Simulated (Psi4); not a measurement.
**[NH3]+ (SMILES [NH3+]): UTPSSh/cc-pVTZ**

What is the energy change on altering one bond length of [NH3]+ at UTPSSh/cc-pVTZ? 

The calculation is run with Psi4 1.11.

1 further run of the same task is left out (set aside as unsound or not needed).

## 1. The system as given

[NH3]+ has 4 atoms, charge +1, and is taken as a doublet. SMILES: `[NH3+]`. The coordinates come from a GFN2-xTB relaxation.

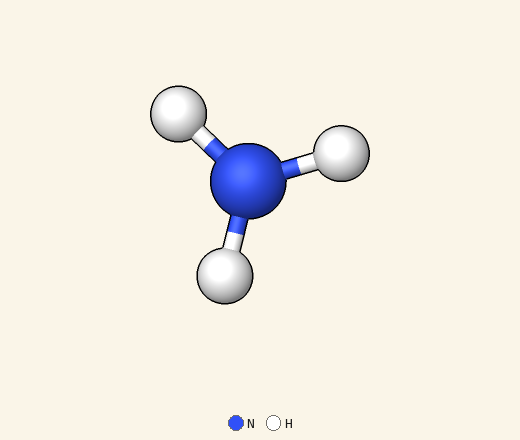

The structure, seen from a chosen angle (nitrogen blue, hydrogen white).

## 2. The energy at UTPSSh/cc-pVTZ

File h3n.in:

```
memory 1600 MB

molecule mol {
  1 2
  N      0.000140    -0.000820    -0.000330
  H      0.510700    -0.238750     0.859300
  H     -0.995460    -0.239520    -0.089810
  H      0.484620     0.479080    -0.769160
  units angstrom
  symmetry c1
}

set basis cc-pVTZ
set reference uks
set puream true
set e_convergence 1e-09
set d_convergence 1e-08
set scf_type pk
set dft_radial_points 99
set dft_spherical_points 590
set maxiter 200

e_tot, wfn = energy('tpssh', return_wfn=True)
oeprop(wfn, 'MULLIKEN_CHARGES', 'QUADRUPOLE', 'DIPOLE')
```

On the command line:

```bash
$ psi4 h3n.in h3n.out -n 1
```

h3n.out:

```text
[...]
  Running in c1 symmetry.
[...]
  Nuclear repulsion =   11.704920460444230
[...]
  Multiplicity = 2
[...]
  Nalpha       = 5
  Nbeta        = 4
[...]
    Number of basis functions: 72
[...]
   @UKS iter   1:   -56.17419609866913   -2.34002e-02   4.75077e-03 ADIIS/DIIS
[...]
   @UKS iter   9:   -56.21629623644855   -4.48352e-12   1.33094e-09 DIIS
[...]
   @S^2 Observed:                7.548976040E-01
[...]
    Orbital Energies [Eh]
    ---------------------
    Alpha Occupied:
       1A    -14.692427     2A     -1.243374     3A     -0.850862
       4A     -0.850794     5A     -0.694748
    Alpha Virtual:
       6A     -0.243382     7A     -0.155105     8A     -0.155085
       9A      0.016263    10A      0.016325    11A      0.051456
      12A      0.115006    13A      0.236587    14A      0.236606
      15A      0.272187    16A      0.295419    17A      0.295499
      18A      0.572516    19A      0.710741    20A      0.714563
      21A      0.714726    22A      0.831447    23A      1.018282
      24A      1.018417    25A      1.023009    26A      1.023086
[...]
  @UKS Final Energy:   -56.21629623644855
   => Energetics <=
    Nuclear Repulsion Energy =             11.7049204604442298
    One-Electron Energy =                 -95.1950368934208768
    Two-Electron Energy =                  34.2508403268546644
    DFT Exchange-Correlation Energy =      -6.9770201303265660
    Empirical Dispersion Energy =           0.0000000000000000
    VV10 Nonlocal Energy =                  0.0000000000000000
    Total Energy =                        -56.2162962364485495
[...]
 Multipole Moments:
 ------------------------------------------------------------------------------------
     Multipole            Electronic (a.u.)      Nuclear  (a.u.)        Total (a.u.)
 ------------------------------------------------------------------------------------
 L = 1.  Multiply by 2.5417464519 to convert [e a0] to [Debye]
 Dipole X            :          0.0001291           -0.0004319           -0.0003027
 Dipole Y            :         -0.0009685            0.0025217            0.0015533
 Dipole Z            :         -0.0003584            0.0010179            0.0006595
 Magnitude           :                                                    0.0017144
 L = 2.  Multiply by 1.3450342976 to convert [e a0^2] to [Debye ang]
 Quadrupole XX       :         -7.6205125            5.3087868           -2.3117257
 Quadrupole XY       :         -0.7463525            1.2451385            0.4987860
[...]
  Mulliken Charges: (a.u.)
   Center  Symbol    Alpha    Beta     Spin     Total
       1     N     3.94074  2.87300  1.06775  0.18626
       2     H     0.35308  0.37567 -0.02259  0.27125
       3     H     0.35308  0.37566 -0.02258  0.27127
       4     H     0.35310  0.37568 -0.02258  0.27122
   Total alpha =  5.00000, Total beta =  4.00000, Total charge =  1.00000
    Psi4 run time: 0:00:14.33
```

Wall time 15 s (1 thread of Intel Xeon 6975P-C (Granite Rapids), shared host); peak memory 0.86 GiB.

## 3. The distorted shape: energy and gradient at UTPSSh/cc-pVTZ

File input.inp:

```
memory 1.6 GB

molecule molecule1 {
  1 2
  N     -0.145212    -0.144798     0.230332
  H      0.365348    -0.382728     1.089962
  H     -1.140812    -0.383498     0.140852
  H      0.484620     0.479080    -0.769160
  symmetry c1
  no_reorient
  no_com
}

set reference uks
set puream true
set e_convergence 1e-09
set d_convergence 1e-08
set scf_type pk
set dft_radial_points 99
set dft_spherical_points 590
set maxiter 200

energy_value, wavefunction = gradient('tpssh/cc-pVTZ', return_wfn=True)
oeprop(wavefunction, 'MULLIKEN_CHARGES', 'DIPOLE', 'MAYER_INDICES')
```

On the command line:

```bash
$ psi4 -i input.inp -o input.out -n 1
```

input.out, cut to the lines that bear on the results:

```text
[...]
  Running in c1 symmetry.
[...]
  Nuclear repulsion =   10.794064616452232
[...]
  Multiplicity = 2
[...]
  Nalpha       = 5
  Nbeta        = 4
[...]
    Number of basis functions: 72
[...]
   @UKS iter   1:   -56.12775012216601   -6.80344e-02   4.72150e-03 ADIIS/DIIS
[...]
   @UKS iter  10:   -56.17550263621622   -6.84608e-11   9.17234e-09 DIIS
[...]
   @S^2 Observed:                7.577716019E-01
[...]
  @UKS Final Energy:   -56.17550263621622
   => Energetics <=
    Nuclear Repulsion Energy =             10.7940646164522320
    One-Electron Energy =                 -93.6485678724744446
    Two-Electron Energy =                  33.5738666366668710
    DFT Exchange-Correlation Energy =      -6.8948660168608802
    Empirical Dispersion Energy =           0.0000000000000000
    VV10 Nonlocal Energy =                  0.0000000000000000
    Total Energy =                        -56.1755026362162226
[...]
  -Total Gradient:
     Atom            X                  Y                   Z
    ------   -----------------  -----------------  -----------------
       1       -0.045736342169    -0.045413027634     0.072507585778
       2       -0.001175602591    -0.001216573800     0.002103128150
       3       -0.001373116935    -0.001220457341     0.001987043140
       4        0.048284968616     0.047849967729    -0.076597618915
[...]
 Multipole Moments:
 ------------------------------------------------------------------------------------
     Multipole            Electronic (a.u.)      Nuclear  (a.u.)        Total (a.u.)
 ------------------------------------------------------------------------------------
 L = 1.  Multiply by 2.5417464519 to convert [e a0] to [Debye]
 Dipole X            :          2.3326724           -2.4704919           -0.1378195
 Dipole Y            :          2.3219965           -2.4580272           -0.1360308
 Dipole Z            :         -3.7004978            3.9192504            0.2187526
 Magnitude           :                                                    0.2921495
[...]
  Mulliken Charges: (a.u.)
   Center  Symbol    Alpha    Beta     Spin     Total
       1     N     4.00512  2.90045  1.10467  0.09442
       2     H     0.35362  0.37355 -0.01993  0.27283
       3     H     0.35362  0.37354 -0.01992  0.27284
[...]
```

It took 19 s on 1 thread of Intel Xeon 6975P-C (Granite Rapids), shared host; peak memory 0.87 GiB.

## 4. Summary of results

At UTPSSh/cc-pVTZ:

| quantity | value |
| --- | --- |
| first shape: total energy | -56.21630 Eh |
| first shape: HOMO energy (highest over α and β) | -18.91 eV |
| first shape: LUMO energy (lowest over α and β) | -13.30 eV |
| first shape: ⟨S²⟩ | 0.755 |
| distorted shape: total energy | -56.17550 Eh |
| distorted shape: HOMO energy (highest over α and β) | -18.34 eV |
| distorted shape: LUMO energy (lowest over α and β) | -12.73 eV |
| distorted shape: ⟨S²⟩ | 0.758 |
| distorted shape: largest force on an atom | 5.266 eV/Å |
| energy change with the N1–H4 bond stretched from 1.028 to 1.336 Å | 1.110 eV |

**Reading.** With the N1–H4 bond stretched from 1.028 to 1.336 Å the energy rises by 1.11 eV (107 kJ/mol). The first shape isn't relaxed at this level, so the change isn't measured from a minimum. Mulliken charges (distorted shape) run from +0.09 on N1 to +0.36 on H4; they depend strongly on the basis.
